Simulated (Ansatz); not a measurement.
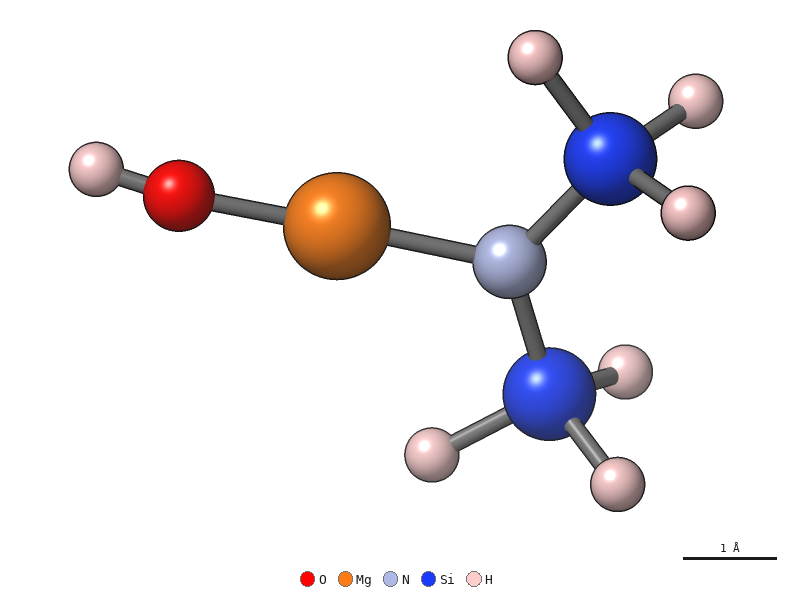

Ball-and-stick drawing of a structure. Every bond is drawn as one stick, whatever its order.

The geometry was computed by an optimisation with PBE0-D4/def2-TZVP.

What is the molecular formula?

Answer. H₇MgNOSi₂, 12 atoms: 7 hydrogen, 1 magnesium, 1 nitrogen, 1 oxygen and 2 silicon.

What is its SMILES?

Answer. [OH][Mg][N]([SiH3])[SiH3]

More results for the same structure follow; atom numbers are the same in all pictures, views and colours differ.

### Shape

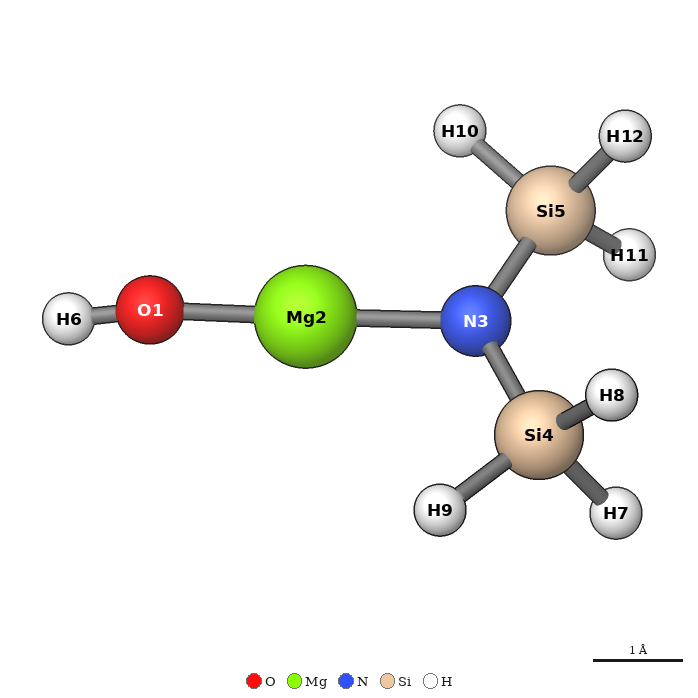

Numbered structure.

Which atoms are bonded, and how long are the bonds?

```
   bond  length (Å)
 O1–Mg2       1.755
  O1–H6       0.947
 Mg2–N3       1.917
 N3–Si4       1.710
 N3–Si5       1.710
 Si4–H7       1.492
 Si4–H8       1.491
 Si4–H9       1.499
Si5–H10       1.499
Si5–H11       1.492
Si5–H12       1.491
```

### Levels of theory compared

Program: Ansatz 0.2.0.

Tabulate vertical IP (eV), HOMO energy (eV), dipole (D) at these levels: B3LYP-D4/def2-TZVPP; PBE-D4/def2-TZVPP; r2SCAN-D4/def2-TZVPP; ωB97M-V/def2-TZVPP.

```
               level  vertical IP (eV)  HOMO energy (eV)  dipole (D)
 B3LYP-D4/def2-TZVPP              9.19             −7.14        1.26
   PBE-D4/def2-TZVPP              8.78             −6.11        1.29
r2SCAN-D4/def2-TZVPP              8.92             −6.38        1.32
  ωB97M-V/def2-TZVPP              9.41             −9.62        1.28
```

### Vibrations

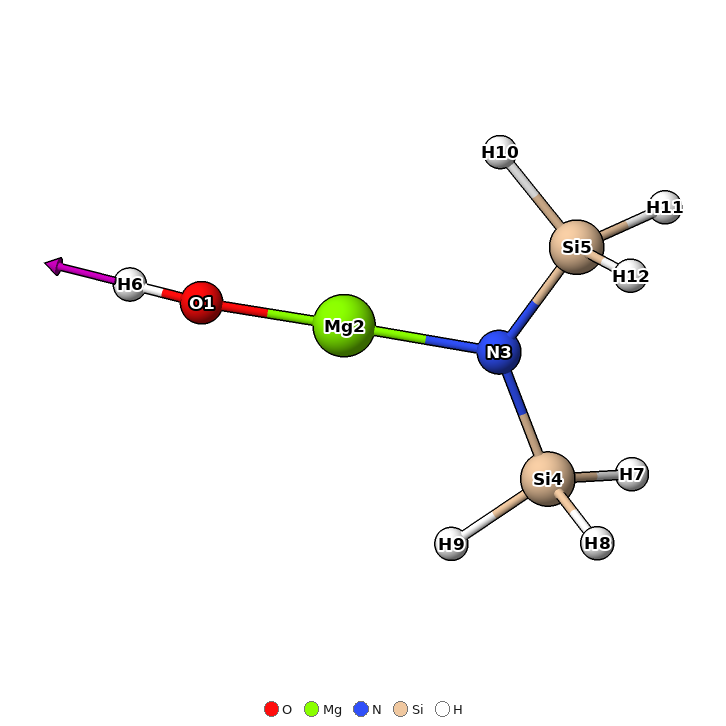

The arrows show one normal mode. Harmonic vibrations computed with RKS PBE0-D4/def2-TZVP (Ansatz 0.2.0) at a stationary point of the same level.

What kind of motion is it?

Answer. Mostly O–H stretching.

Estimate its harmonic wavenumber.

Answer. 4084 cm⁻¹; it is mode 30 of 30 counted from the lowest.

### Charges

The questions are on Mulliken charges. Method: RKS r2SCAN-D4/def2-TZVPP (Ansatz 0.2.0).

List the Mulliken charges.

```json
{"atom": "O1", "value (e)": "−0.67"}
{"atom": "Mg2", "value (e)": "1.00"}
{"atom": "N3", "value (e)": "−0.70"}
{"atom": "Si4", "value (e)": "0.37"}
{"atom": "Si5", "value (e)": "0.37"}
{"atom": "H6", "value (e)": "0.19"}
{"atom": "H7", "value (e)": "−0.09"}
{"atom": "H8", "value (e)": "−0.09"}
{"atom": "H9", "value (e)": "−0.10"}
{"atom": "H10", "value (e)": "−0.10"}
{"atom": "H11", "value (e)": "−0.09"}
{"atom": "H12", "value (e)": "−0.09"}
```

Mulliken values depend strongly on the basis set and can even reverse the polarity of a bond.
